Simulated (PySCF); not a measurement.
B2BrH5Si, SMILES `BB[SiH2]Br`.

PySCF calculation, B3LYP/def2-TZVP, gas phase; geometry: GFN2-xTB. No frequency check shows the geometry to be a minimum. GFN2-xTB bond lengths at metals and heavier atoms can be off by up to 0.1 Å and shapes distorted, which carries into these values.

Geometry (Å), atoms numbered from 1:

```
B1      -2.9649    0.9474    0.2681
B2      -2.0559    0.0486   -0.6878
Si3     -0.6128   -0.9965    0.1311
Br4      1.2355    0.2845   -0.0082
H5      -3.9386    0.5385    0.7846
H6      -2.6797    2.0423    0.5831
H7      -2.1286   -0.0323   -1.8570
H8      -0.1700   -2.2317   -0.5268
H9      -0.6423   -1.3034    1.5655
```

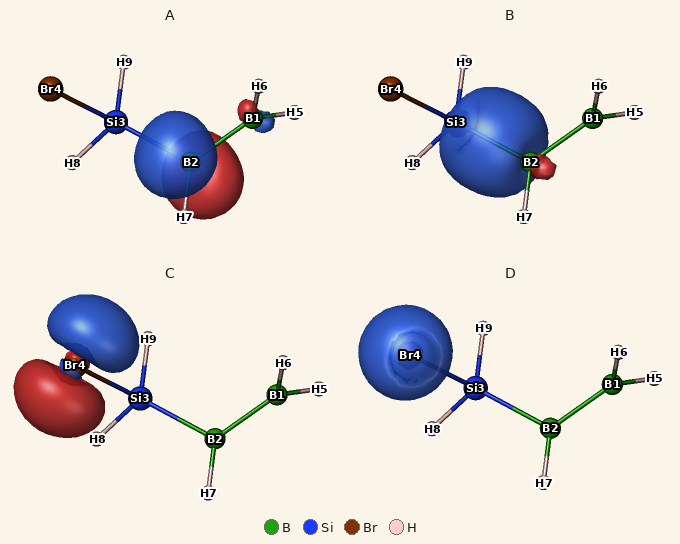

Intrinsic bond orbitals (IBO), occupied and valence-virtual; each surface holds about 70 % of the orbital's density. Energies are diagonal elements of the Fock matrix.

**What does each orbital represent in a Lewis picture?**

By panel:
- A: empty orbital on B2 (B2 94 %; −0.9 eV)
- B: σ bond B2–Si3 (B2 52 %, Si3 45 %; −11.6 eV)
- C: lone pair on Br4 (p-type) (Br4 98 %; −8.3 eV)
- D: lone pair on Br4 (s-type) (Br4 100 %; −17.4 eV)

**Which has the smallest and which the largest spatial spread?**

Smallest: D (0.97 Å); largest: A (1.34 Å).

Run time: 21 s on 1 thread of Arm Neoverse V2, with other jobs on the host, peak memory 0.69 GiB.
